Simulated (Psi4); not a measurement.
# A workflow on Mg2O2 ((MgO)2 ring)

Wanted: a structure relaxation (BLYP-D3(BJ)/6-31G**), then the harmonic vibrations, then the vertical excitations (TD-BLYP/6-31G**) of Mg2O2 ((MgO)2 ring). 

Program for the calculation: Psi4 1.11.

## (1) The system as given

Mg2O2 has 4 atoms, charge 0, and is taken as a singlet. The shape comes from GFN2-xTB, which is rough for such elements, and wasn't checked as a minimum. The run starts from this shape.

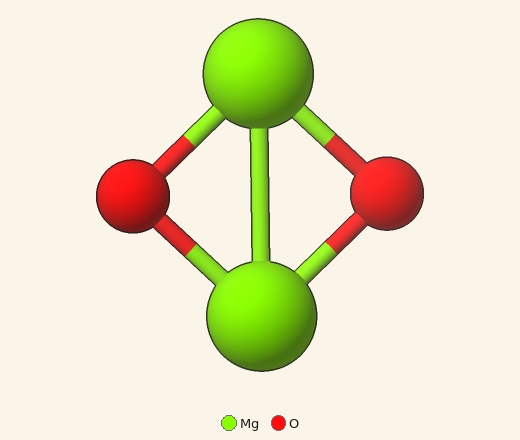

Viewed from a chosen angle; magnesium green, oxygen red.

## (2) A geometry optimisation at BLYP-D3(BJ)/6-31G(d,p) (density fitting, Cartesian functions) (run 1)

Contents of mg2o2.xyz:

```xyz
4
Mg2O2
Mg    -0.639390    -0.699190    -0.853290
O      1.155900    -0.343360    -0.587580
Mg     0.639430     0.699280     0.853240
O     -1.155940     0.343270     0.587640
```

Contents of calc.py:

```python
import psi4

psi4.set_memory(1600000000)
psi4.set_num_threads(1)
psi4.set_output_file('psi4.out', False)

with open('mg2o2.xyz') as f:
    atoms = ''.join(f.readlines()[2:])
molecule = psi4.geometry('0 1\n' + atoms + '')

psi4.set_options({
    'basis': '6-31G**',
    'reference': 'rks',
    'geom_maxiter': 60,
})

e_tot = psi4.optimize('blyp-d3bj')
print(f'total energy {e_tot:.8f} hartree = {e_tot * 27.211386:.5f} eV')
molecule.save_xyz_file('final.xyz', False)
```

The run is started by

```bash
$ python calc.py
```

psi4.out:

```text
[...]
  Running in c1 symmetry.
[...]
  Nuclear repulsion =  152.302873836221238
[...]
  Multiplicity = 1
[...]
  Nalpha       = 20
  Nbeta        = 20
[...]
    Number of basis functions: 68
[...]
   @DF-RKS iter   1:  -549.63461281707328    1.65535e-01   2.18897e-02 DIIS/ADIIS
[...]
   @DF-RKS iter   6:  -550.62332675233017   -9.20863e-12   4.86921e-09 DIIS
[...]
  @DF-RKS Final Energy:  -550.62332675233017
   => Energetics <=
    Nuclear Repulsion Energy =            149.7517752639496962
    One-Electron Energy =               -1067.6440946247632837
    Two-Electron Energy =                 417.5202568862228532
    DFT Exchange-Correlation Energy =     -50.2446624157576878
    Empirical Dispersion Energy =          -0.0066018619817099
    VV10 Nonlocal Energy =                  0.0000000000000000
    Total Energy =                       -550.6233267523301720
[...]
  -Total Gradient:
     Atom            X                  Y                   Z
    ------   -----------------  -----------------  -----------------
       1        0.000033184710    -0.000011015152    -0.000019016428
       2        0.000045187175     0.000010393402     0.000009202843
       3       -0.000033199201     0.000011580283     0.000018545347
       4       -0.000045173284    -0.000010962474    -0.000008729294
[...]
    Final optimized geometry and variables:
    Molecular point group: c1
    Full point group: C1
    Geometry (in Angstrom), charge = 0, multiplicity = 1:
    MG          -0.609691684417    -0.665731455115    -0.812281480283
    O            1.262328714998    -0.374371133184    -0.640968039422
    MG           0.609691252398     0.665736897077     0.812277276123
    O           -1.262328067167     0.374362972734     0.640974343736
[...]
```

The script printed:

```text
Optimizer: Optimization complete!
total energy -550.62332675 hartree = -14983.22388 eV
```

Wall time 17 s (1 thread of AMD EPYC 7B13 (Zen 3), shared host); peak memory 0.41 GiB.

The path in brief:

```csv
step,energy from the first frame kept (eV),largest force (eV/Å)
0,0.0000,2.0275
1,-0.2032,0.7814
2,-0.2597,0.1909
3,-0.2617,0.0777
4,-0.2620,0.0213
5,-0.2620,0.0024
```

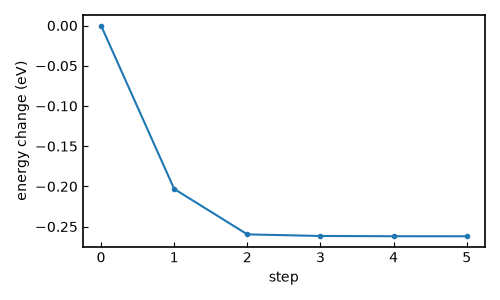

Energy along the run.

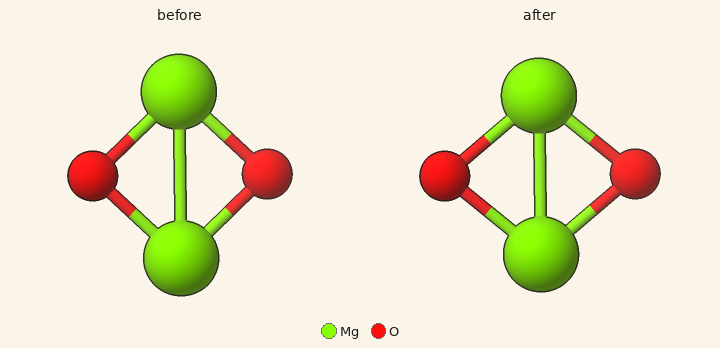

Before and after, at one scale.

After the run. Bond lengths: Mg1–O2 1.902 Å, O2–Mg3 1.903 Å, Mg1–O4 1.903 Å, Mg3–O4 1.902 Å. Angles: Mg1–O2–Mg3 79.3°, O2–Mg1–O4 100.7°, O2–Mg3–O4 100.7°, Mg1–O4–Mg3 79.3°.

## (3) The harmonic vibrations at BLYP-D3(BJ)/6-31G(d,p) (density fitting, Cartesian functions) (run 2)

Contents of input.dat:

```
memory 1600 mb

molecule system {
  Mg    -0.609688    -0.665722    -0.812284
  O      1.262333    -0.374362    -0.640971
  Mg     0.609695     0.665746     0.812274
  O     -1.262324     0.374372     0.640971
  symmetry c1
}

set basis 6-31G**
set t 298.15
set rotational_symmetry_number 4

E, wfn = frequency("blyp-d3bj2b", return_wfn=True)
```

The run is started by

```bash
$ psi4 input.dat output.dat -n 1
```

output.dat:

```text
[...]
  Running in c1 symmetry.
[...]
  Nuclear repulsion =  149.751796017671126
[...]
  Multiplicity = 1
[...]
  Nalpha       = 20
  Nbeta        = 20
[...]
    Number of basis functions: 68
[...]
   @DF-RKS iter   1:  -549.69999962765735    7.33703e-02   2.12417e-02 ADIIS/DIIS
[...]
   @DF-RKS iter  14:  -550.62332637832014   -2.27374e-13   7.09785e-10 DIIS
[...]
  @DF-RKS Final Energy:  -550.62332637832014
   => Energetics <=
    Nuclear Repulsion Energy =            149.7504775907786438
    One-Electron Energy =               -1067.6419742114371729
    Two-Electron Energy =                 417.5194374695498709
    DFT Exchange-Correlation Energy =     -50.2446653298644392
    Empirical Dispersion Energy =          -0.0066018973470814
    VV10 Nonlocal Energy =                  0.0000000000000000
    Total Energy =                       -550.6233263783201437
[...]
  -Total Gradient:
     Atom            X                  Y                   Z
    ------   -----------------  -----------------  -----------------
       1       -0.000009887593     0.000010256653     0.000032381504
       2        0.000028315810    -0.000025906019    -0.000055364826
       3       -0.000013436812     0.000062907634     0.000102595302
       4       -0.000001892773    -0.000045211969    -0.000077465011
[...]
  ==> Harmonic Vibrational Analysis <==
[...]
  Freq [cm^-1]                 97.7506i            250.2909            430.5194
[...]
  IR activ [km/mol]             0.0000             80.5579              0.0000
[...]
  Freq [cm^-1]                 544.5002            619.1571            631.3227
[...]
  IR activ [km/mol]            114.1446            49.1741              0.0006
[...]
  Total E_0, Enthalpy at 0 [K]                                                         -550.61768648 [Eh]
[...]
```

The script printed:

```text
Warning: thermodynamics relations excluded imaginary frequencies: ['97.7506i']
Warning: used thermodynamics relations inappropriate for low-frequency modes: ['250.2909' '430.5194' '544.5002' '619.1571']
```

It took 59 s on 1 thread of AMD EPYC 7B13 (Zen 3), shared host; peak memory 0.4 GiB.

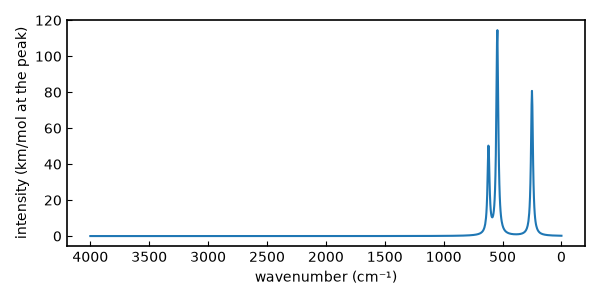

Harmonic infrared spectrum, unscaled, lines broadened by 10 cm⁻¹.

## (4) The vertical excitations at TD-BLYP/6-31G(d,p) (density fitting, Cartesian functions, save jk yes) (run 3)

Contents of calc.in:

```
memory 1600 mb

molecule {
  Mg    -0.609688    -0.665722    -0.812284
  O      1.262333    -0.374362    -0.640971
  Mg     0.609695     0.665746     0.812274
  O     -1.262324     0.374372     0.640971
  units angstrom
  symmetry c1
}

set basis 6-31G**
set save_jk true

from psi4.driver.procrouting.response.scf_response import tdscf_excitations
e_tot, wfn = energy('blyp', return_wfn=True)
states = tdscf_excitations(wfn, states=4, tda=False)
```

The run is started by

```bash
$ psi4 -n 1 calc.in calc.out
```

calc.out:

```text
[...]
  Running in c1 symmetry.
[...]
  Nuclear repulsion =  149.751796017671126
[...]
  Multiplicity = 1
[...]
  Nalpha       = 20
  Nbeta        = 20
[...]
    Number of basis functions: 68
[...]
   @DF-RKS iter   1:  -549.69339776608172    7.33703e-02   2.12417e-02 DIIS/ADIIS
[...]
   @DF-RKS iter  10:  -550.61672488672730   -2.92104e-08   3.51004e-07 DIIS
[...]
  @DF-RKS Final Energy:  -550.61672488672730
   => Energetics <=
    Nuclear Repulsion Energy =            149.7517960176711256
    One-Electron Energy =               -1067.6444124820909565
    Two-Electron Energy =                 417.5205829533927044
    DFT Exchange-Correlation Energy =     -50.2446913757001639
    Empirical Dispersion Energy =           0.0000000000000000
    VV10 Nonlocal Energy =                  0.0000000000000000
    Total Energy =                       -550.6167248867272974
[...]
 Multipole Moments:
 ------------------------------------------------------------------------------------
     Multipole            Electronic (a.u.)      Nuclear  (a.u.)        Total (a.u.)
 ------------------------------------------------------------------------------------
 L = 1.  Multiply by 2.5417464519 to convert [e a0] to [Debye]
 Dipole X            :         -0.0000009           -0.0000000           -0.0000009
 Dipole Y            :          0.0000162            0.0000000            0.0000163
 Dipole Z            :         -0.0000126           -0.0000000           -0.0000126
 Magnitude           :                                                    0.0000206
[...]
                                    Excitation Energy         Total Energy        Oscillator Strength             Rotatory Strength
[...]
Excited State    1 (1 A):   0.03816 au   1193.96 nm f = 0.0000
[...]
Excited State    2 (1 A):   0.04849 au   939.56 nm f = 0.0153
[...]
```

Run time: 9 s. Hardware: 1 thread of AMD EPYC 7B13 (Zen 3), shared host; peak memory 0.37 GiB.

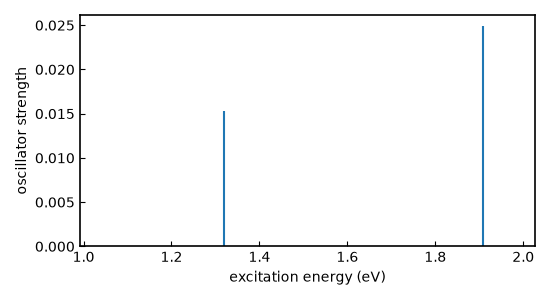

Vertical excitations as sticks.

The roots found:

| excited state | energy (eV) | strength | label |
| --- | --- | --- | --- |
| 1 | 1.038 | 0.0000 | A 1 |
| 2 | 1.320 | 0.0153 | A 1 |
| 3 | 1.909 | 0.0249 | A 1 |
| 4 | 1.980 | 0.0000 | A 1 |

## (5) Outcome

| quantity | value |
| --- | --- |
| run 1, BLYP-D3(BJ)/6-31G**: total energy at the end | -550.62333 Eh |
| run 1, BLYP-D3(BJ)/6-31G**: dipole moment | 0.00 D |
| run 1, BLYP-D3(BJ)/6-31G**: HOMO energy | -4.19 eV |
| run 1, BLYP-D3(BJ)/6-31G**: LUMO energy | -3.19 eV |
| run 1, BLYP-D3(BJ)/6-31G**: HOMO–LUMO gap | 1.00 eV |
| run 1, BLYP-D3(BJ)/6-31G**: dispersion energy | -17.33 kJ/mol |
| run 2, BLYP-D3(BJ)/6-31G**: lowest harmonic wavenumber | 98i cm⁻¹ (imaginary) |
| run 2, BLYP-D3(BJ)/6-31G**: highest harmonic wavenumber | 631 cm⁻¹ |
| run 3, TD-BLYP/6-31G**: ground-state or mean-field energy | -550.61672 Eh |
| run 3, TD-BLYP/6-31G**: dipole moment (BLYP Kohn–Sham density) | 0.00 D |
| run 3, TD-BLYP/6-31G**: HOMO energy (BLYP Kohn–Sham orbitals) | -4.19 eV |
| run 3, TD-BLYP/6-31G**: LUMO energy (BLYP Kohn–Sham orbitals) | -3.19 eV |
| run 3, TD-BLYP/6-31G**: HOMO–LUMO gap (BLYP Kohn–Sham orbitals) | 1.00 eV |
| run 3, TD-BLYP/6-31G**: lowest excitation energy | 1.04 eV |

The optimisation (run 1, BLYP-D3(BJ)/6-31G**) took 6 steps and changed the energy by -0.262 eV. 1 mode is imaginary (lowest 98i cm⁻¹): a first-order saddle point, unless the integration grid spoils the Hessian. The brightest of the 4 transitions from the ground state lies at 1.91 eV (649 nm, f = 0.025); the lowest, at 1.04 eV, has f = 0.000.
